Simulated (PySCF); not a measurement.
C₃H₉O₂Si₂ (doublet)

```json
{"atom": "Si", "x (Å)": "-1.9528", "y (Å)": "-1.0253", "z (Å)": "-0.7564"}
{"atom": "C", "x (Å)": "-1.2868", "y (Å)": "-0.1072", "z (Å)": "0.7034"}
{"atom": "C", "x (Å)": "0.1586", "y (Å)": "-0.0393", "z (Å)": "0.9547"}
{"atom": "C", "x (Å)": "0.7200", "y (Å)": "1.4135", "z (Å)": "0.7282"}
{"atom": "O", "x (Å)": "1.6386", "y (Å)": "1.3787", "z (Å)": "-0.3125"}
{"atom": "Si", "x (Å)": "1.9208", "y (Å)": "-0.1345", "z (Å)": "-0.8772"}
{"atom": "O", "x (Å)": "0.8657", "y (Å)": "-0.9017", "z (Å)": "0.1062"}
{"atom": "H", "x (Å)": "-3.4119", "y (Å)": "-0.8937", "z (Å)": "-0.6848"}
{"atom": "H", "x (Å)": "-1.5778", "y (Å)": "-2.4417", "z (Å)": "-0.7223"}
{"atom": "H", "x (Å)": "-1.4789", "y (Å)": "-0.4370", "z (Å)": "-2.0169"}
{"atom": "H", "x (Å)": "-1.9035", "y (Å)": "0.4313", "z (Å)": "1.4054"}
{"atom": "H", "x (Å)": "0.3861", "y (Å)": "-0.3355", "z (Å)": "1.9921"}
{"atom": "H", "x (Å)": "1.2146", "y (Å)": "1.7812", "z (Å)": "1.6324"}
{"atom": "H", "x (Å)": "-0.0932", "y (Å)": "2.0964", "z (Å)": "0.4633"}
{"atom": "H", "x (Å)": "3.2753", "y (Å)": "-0.5568", "z (Å)": "-0.5550"}
{"atom": "H", "x (Å)": "1.5178", "y (Å)": "-0.2194", "z (Å)": "-2.2694"}
```

Geometry: GFN2-xTB.

Theory: PySCF 2.14.0, density-fitted response routines, UKS B3LYP, pcH-1 on C H O Si, non-relativistic, mean-field spin-orbit, GIAO.

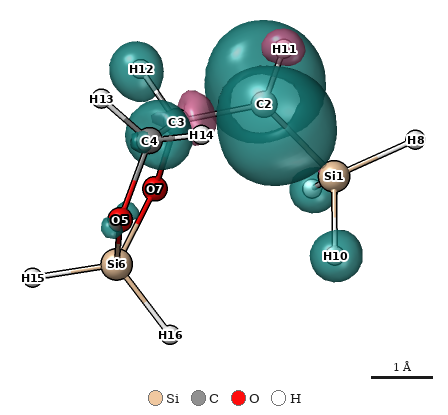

Figure 1. Isosurfaces of the spin density (α minus β) at +0.02 (teal) and −0.02 e/Å³ (pink), seen at a tilt.

Where is the unpaired spin?

The unpaired spin (1 electron) lies mostly on C2 (about 0.7) and Si1 (about 0.1), in electrons by Hirshfeld's partition.

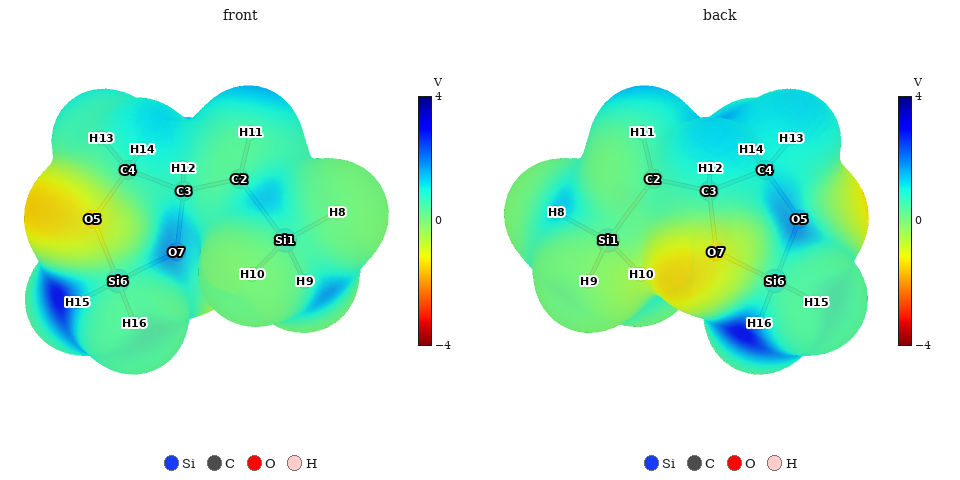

Figure 2. The molecular electrostatic potential painted on the density surface at 0.004 e/bohr³, seen from the front and from behind; red is negative and blue positive.

Describe the electrostatic potential map.

The most negative region (about −1.5 V, or −35 kcal/mol for a unit charge) lies over O5 and O7, the most positive (about +2.9 V, or +67 kcal/mol for a unit charge) over Si6.

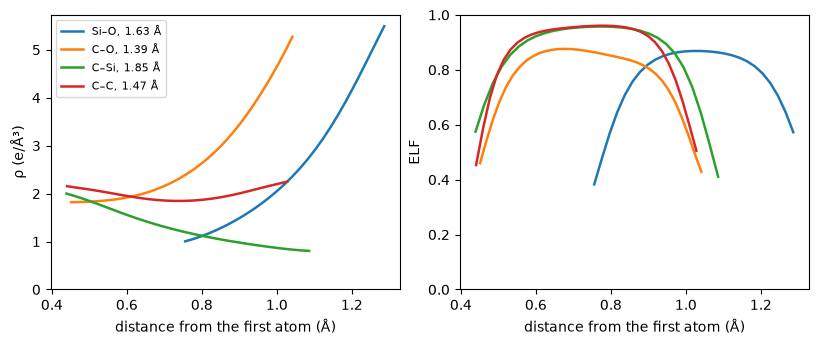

Figure 3. Electron density and ELF along straight lines between neighbouring atoms. The curves leave out the atomic cores.

What can be read from the curves?

Si–O (1.63 Å): ρ is about 1.2 e/Å³ halfway; the ELF peaks at about 0.85 between the atoms; a shared but strongly polarised pair.
C–O (1.39 Å): ρ at the midpoint is about 2.1 e/Å³; the ELF peaks at about 0.90 between the atoms, as expected for a shared but strongly polarised pair.
C–Si (1.85 Å): the density is about 0.95 e/Å³ at the midpoint; the ELF peaks at about 0.95 between the atoms; a covalent bond.
C–C (1.47 Å): ρ is about 1.8 e/Å³ halfway; the ELF peaks at about 0.95 between the atoms (a covalent bond).
